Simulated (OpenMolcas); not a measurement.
# GeH2ClF (SMILES [F][GeH2][Cl]) at 6 levels

Wanted: a comparison of 6 runs (HF/STO-3G, B3LYP/aug-cc-pVDZ, PBE0/aug-cc-pVDZ, r2SCAN/aug-cc-pVDZ, revPBE/aug-cc-pVDZ, CCSD(T)/aug-cc-pVDZ) of GeH2ClF. 

The calculation is run with OpenMolcas 26.06.

1 further run of the same task is left out (set aside as unsound or not needed).

**1. The structure to begin with**

GeH2ClF has 5 atoms, charge 0, and is taken as a singlet. As SMILES, `[F][GeH2][Cl]`. Geometry: relaxed at PBE0-D4/def2-TZVP.

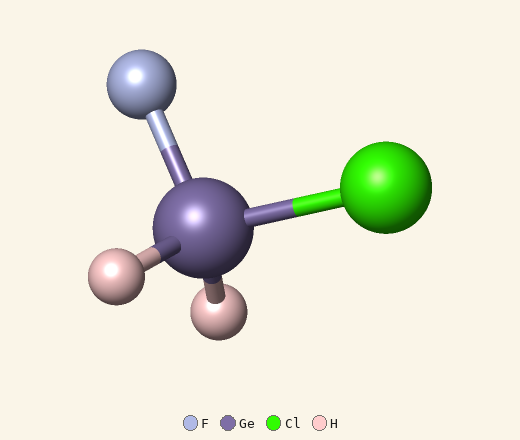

Viewed from a chosen angle; fluorine light blue, germanium purple, chlorine green, hydrogen pink.

**2. Energy and gradient at HF/STO-3G (run 1)**

Contents of run.input:

```
* ClFGeH2 Hartree-Fock
&GATEWAY
BasLib=$CurrDir
Coord
5
angstrom
F       -0.242000      -0.508000       1.588600
Ge       0.139900      -0.089200      -0.045500
Cl      -1.390300       1.244900      -0.698900
H        0.067600      -1.375500      -0.867400
H        1.474700       0.654200      -0.018300
Basis=STO-3G
Group=NoSym
&SEWARD
&SCF
Thresholds=1e-10 1e-07 1e-07 1e-05
PrOrbitals=0
&ALASKA
```

The basis set STO-3G is read from a file made from the Basis Set Exchange's data (not shown).

The run is started by

```sh
$ export MOLCAS_MEM=1860
$ pymolcas run.input > run.log
```

Output:

```text
--- Start Module: gateway ---
[...]
--- Stop Module: gateway /rc=_RC_ALL_IS_WELL_ ---
[...]
      Basis functions           34
[...]
--- Start Module: scf ---
[...]
       Convergence after  10 Iterations
[...]
::    Total SCF energy                              -2605.6031707561
[...]
      Total spin, S                                     0.0000000000
[...]
      Total electronic charge=   60.000000
      Total            charge=   -0.000000
[...]
      Dipole Moment (debye):
      Origin of the operator (angstrom)=   -0.3181    0.2045    0.0114
                   X=  2.4394E+00               Y= -1.5420E+00               Z= -3.5609E-01           Total=  2.9078E+00
      Quadrupole Moment (debye*angstrom):
[...]
--- Stop Module: scf /rc=_RC_ALL_IS_WELL_ ---
--- Start Module: alaska ---
[...]
 *              Molecular gradients               *
 **************************************************
  Irreducible representation: a
 ------------------------------------------------------------------------------------------
                              X                       Y                       Z
 ------------------------------------------------------------------------------------------
  F1               -4.21820690660102E-03   -7.33328456013815E-03    2.45252193964625E-02
  GE2              -2.49678831346394E-02    2.46661229546508E-02   -1.75183091440569E-02
  CL3               2.70012257313113E-03   -2.91915181155389E-03    2.49922682933246E-03
  H4               -3.73612676162799E-03   -3.17060884058362E-02   -1.50058947829672E-02
  H5                3.02220942297708E-02    1.72924018228926E-02    5.49975770120822E-03
 ------------------------------------------------------------------------------------------
--- Stop Module: alaska /rc=_RC_ALL_IS_WELL_ ---
[...]
```

Wall time 1.4 s (1 thread of Intel Xeon 6975P-C (Granite Rapids), shared host); peak memory 0.37 GiB.

**3. Energy and gradient at B3LYP/aug-cc-pVDZ (run 2)**

Contents of struct.xyz:

```xyz
5

F     -0.242000    -0.508000     1.588600
Ge     0.139900    -0.089200    -0.045500
Cl    -1.390300     1.244900    -0.698900
H      0.067600    -1.375500    -0.867400
H      1.474700     0.654200    -0.018300
```

Contents of mol.inp:

```
&GATEWAY
 BasLib = $CurrDir
 Coord = struct.xyz
 Basis = aug-cc-pVDZ
 Group = NoSym

&SEWARD
 GridInput
 Grid=UltraFine
 End of Grid

&SCF
 KSDFT = B3LYP
 Thresholds = 1e-10 1e-07 1e-07 1e-05
 PrOrbitals = 1 1

&ALASKA
```

The basis set aug-cc-pVDZ is read from a file made from the Basis Set Exchange's data (not shown).

The run is started by

```sh
$ export MOLCAS_MEM=1860
$ pymolcas mol.inp > mol.log
```

Output:

```text
--- Start Module: gateway ---
[...]
--- Stop Module: gateway /rc=_RC_ALL_IS_WELL_ ---
[...]
      Basis functions          104
[...]
--- Start Module: scf ---
[...]
       Convergence after  13 Iterations
[...]
::    Total KS-DFT energy                           -2638.3686736918
[...]
      Total spin, S                                     0.0000000000
[...]
      Total electronic charge=   60.000000
      Total            charge=   -0.000000
[...]
      Dipole Moment (debye):
      Origin of the operator (angstrom)=   -0.3181    0.2045    0.0114
                   X=  1.7063E+00               Y= -5.6102E-01               Z= -1.4862E+00           Total=  2.3313E+00
      Quadrupole Moment (debye*angstrom):
[...]
--- Stop Module: scf /rc=_RC_ALL_IS_WELL_ ---
[...]
--- Start Module: alaska ---
[...]
 *              Molecular gradients               *
 **************************************************
  Irreducible representation: a
 ------------------------------------------------------------------------------------------
                              X                       Y                       Z
 ------------------------------------------------------------------------------------------
  F1                3.84316507423144E-03    4.53456690127929E-03   -1.72077202925571E-02
  GE2              -1.22293901381525E-02    3.31041325816273E-03    1.24263539607394E-02
  CL3               9.68434425987397E-03   -8.48227261656120E-03    4.22490010359766E-03
  H4                2.02698075550289E-04    1.53829602609079E-03    7.84977221481853E-04
  H5               -1.50081727147366E-03   -9.01003568954728E-04   -2.28510993348030E-04
 ------------------------------------------------------------------------------------------
--- Stop Module: alaska /rc=_RC_ALL_IS_WELL_ ---
[...]
```

It took 27 s on 1 thread of Intel Xeon 6975P-C (Granite Rapids), shared host; peak memory 0.59 GiB.

Run 3 isn't shown in full; the table further down has it.

**4. Energy and forces at r2SCAN/aug-cc-pVDZ (run 4)**

Contents of run.inp:

```
&GATEWAY
  BasLib=$CurrDir
  BasisSet
  F.aug-cc-pVDZ....
  F1 -0.242000 -0.508000 1.588600 angstrom
  End of Basis
  BasisSet
  Ge.aug-cc-pVDZ....
  Ge2 0.139900 -0.089200 -0.045500 angstrom
  End of Basis
  BasisSet
  Cl.aug-cc-pVDZ....
  Cl3 -1.390300 1.244900 -0.698900 angstrom
  End of Basis
  BasisSet
  H.aug-cc-pVDZ....
  H4 0.067600 -1.375500 -0.867400 angstrom
  H5 1.474700 0.654200 -0.018300 angstrom
  End of Basis

&SEWARD
  GridInput
  Grid=UltraFine
  End of Grid

&SCF
  KSDFT=2
  1.0 MGGA_X_R2SCAN
  1.0 MGGA_C_R2SCAN
  Thresholds=1e-10 1e-07 1e-07 1e-05
  PrOrbitals=1

&ALASKA
```

The basis set aug-cc-pVDZ is read from a file made from the Basis Set Exchange's data (not shown).

The run is started by

```sh
$ export MOLCAS_MEM=1860
$ pymolcas run.inp > run.log
```

Output:

```text
--- Start Module: gateway ---
[...]
--- Stop Module: gateway /rc=_RC_ALL_IS_WELL_ ---
[...]
      Basis functions          104
[...]
--- Start Module: scf ---
[...]
       Convergence after  15 Iterations
[...]
::    Total KS-DFT energy                           -2638.2247385008
[...]
      Total spin, S                                     0.0000000000
[...]
      Total electronic charge=   60.000000
      Total            charge=   -0.000000
[...]
      Dipole Moment (debye):
      Origin of the operator (angstrom)=   -0.3181    0.2045    0.0114
                   X=  1.6849E+00               Y= -5.7332E-01               Z= -1.4214E+00           Total=  2.2777E+00
      Quadrupole Moment (debye*angstrom):
[...]
--- Stop Module: scf /rc=_RC_ALL_IS_WELL_ ---
[...]
--- Start Module: alaska ---
[...]
 *              Molecular gradients               *
 **************************************************
  Irreducible representation: a
 ------------------------------------------------------------------------------------------
                              X                       Y                       Z
 ------------------------------------------------------------------------------------------
  F1                2.81027358869235E-03    2.83939067151806E-03   -1.14434657553026E-02
  GE2              -8.98220241833414E-03    2.28846615171463E-03    9.48739415813726E-03
  CL3               5.64493100323205E-03   -4.86701671408341E-03    2.27654900595731E-03
  H4                3.55834278220502E-04   -6.06819936699310E-06   -1.11652073071511E-04
  H5                1.71163548323250E-04   -2.54771909879103E-04   -2.08825335692220E-04
 ------------------------------------------------------------------------------------------
--- Stop Module: alaska /rc=_RC_ALL_IS_WELL_ ---
[...]
```

Run time: 37 s. Hardware: 1 thread of Intel Xeon 6975P-C (Granite Rapids), shared host; peak memory 0.59 GiB.

Run 5 isn't shown in full; the table further down has it.

**5. The energy at CCSD(T)/aug-cc-pVDZ (Cholesky decomposition) (run 6)**

Contents of mol.input:

```
&GATEWAY
BasLib=$CurrDir
Coord
5
angstrom
F       -0.242000      -0.508000       1.588600
Ge       0.139900      -0.089200      -0.045500
Cl      -1.390300       1.244900      -0.698900
H        0.067600      -1.375500      -0.867400
H        1.474700       0.654200      -0.018300
Basis=aug-cc-pVDZ
Group=NoSym
&SEWARD
High
&SCF
Thresholds=1e-10 1e-07 1e-07 1e-05
PrOrbitals=1
&CHCC
Frozen=15
Threshold=1e-08
MaxIterations=80
&CHT3
Frozen=15
```

The basis set aug-cc-pVDZ is read from a file made from the Basis Set Exchange's data (not shown).

The run is started by

```sh
$ export MOLCAS_MEM=1860
$ pymolcas mol.input > mol.log
```

Output:

```text
--- Start Module: gateway ---
[...]
--- Stop Module: gateway /rc=_RC_ALL_IS_WELL_ ---
[...]
      Basis functions          104
[...]
       Convergence after  13 Iterations
[...]
::    Total SCF energy                              -2635.5370788764
[...]
      Total spin, S                                     0.0000000000
[...]
      Total electronic charge=   60.000000
      Total            charge=   -0.000000
[...]
      Dipole Moment (debye):
      Origin of the operator (angstrom)=   -0.3181    0.2045    0.0114
                   X=  1.8850E+00               Y= -6.2059E-01               Z= -1.6400E+00           Total=  2.5745E+00
      Quadrupole Moment (debye*angstrom):
[...]
--- Start Module: chcc ---
[...]
--- Stop Module: chcc /rc=_RC_ALL_IS_WELL_ ---
[...]
--- Start Module: cht3 ---
[...]
--- Stop Module: cht3 /rc=_RC_ALL_IS_WELL_ ---
[...]
```

It took 2.5 min on 1 thread of Intel Xeon 6975P-C (Granite Rapids), shared host; peak memory 0.18 GiB.

**6. All runs side by side**

```csv
run,level,integration grid,integral approximation,energy (Eh),dipole moment (D) of the reference,HOMO energy (eV),LUMO energy (eV),wall time
1,HF/STO-3G,–,none,-2605.603171,2.91,-10.28,8.61,1.4 s
2,B3LYP/aug-cc-pVDZ,UltraFine,none,-2638.368674,2.33,-8.99,-0.99,27 s
3,PBE0/aug-cc-pVDZ,UltraFine,none,-2637.799292,2.34,-9.25,-0.67,29 s
4,r2SCAN/aug-cc-pVDZ,UltraFine,none,-2638.224739,2.28,-8.20,-1.10,37 s
5,revPBE/aug-cc-pVDZ,UltraFine,none,-2638.025238,2.18,-7.81,-1.46,29 s
6,CCSD(T)/aug-cc-pVDZ (Cholesky decomposition),–,CD high,-2636.054391,2.57,-12.56,1.05,2.5 min
```

**7. Outcome**

```
                                           quantity           value
                                run 6: total energy  -2636.05439 Eh
          run 6: dipole moment (mean-field density)          2.57 D
         run 6: HOMO energy (Hartree–Fock orbitals)       -12.56 eV
         run 6: LUMO energy (Hartree–Fock orbitals)         1.05 eV
       run 6: HOMO–LUMO gap (Hartree–Fock orbitals)        13.62 eV
run 6: correlation energy (15 core orbitals frozen)      -517.3 mEh
                              run 6: (T) correction      -13.56 mEh
```

Over runs 1, 2, 3, 4, 5 the dipole moment (its size) runs from 2.18 D (revPBE/aug-cc-pVDZ) to 2.91 D (HF/STO-3G). The two ends differ in method and basis. Over runs 1, 2, 3, 4, 5 the HOMO–LUMO gap runs from 6.35 eV (revPBE/aug-cc-pVDZ) to 18.90 eV (HF/STO-3G). Totals of different functionals can't be ranked against each other. In run 1 the basis is minimal, so the values are rough. All runs together took 4.5 min, the longest 2.5 min.
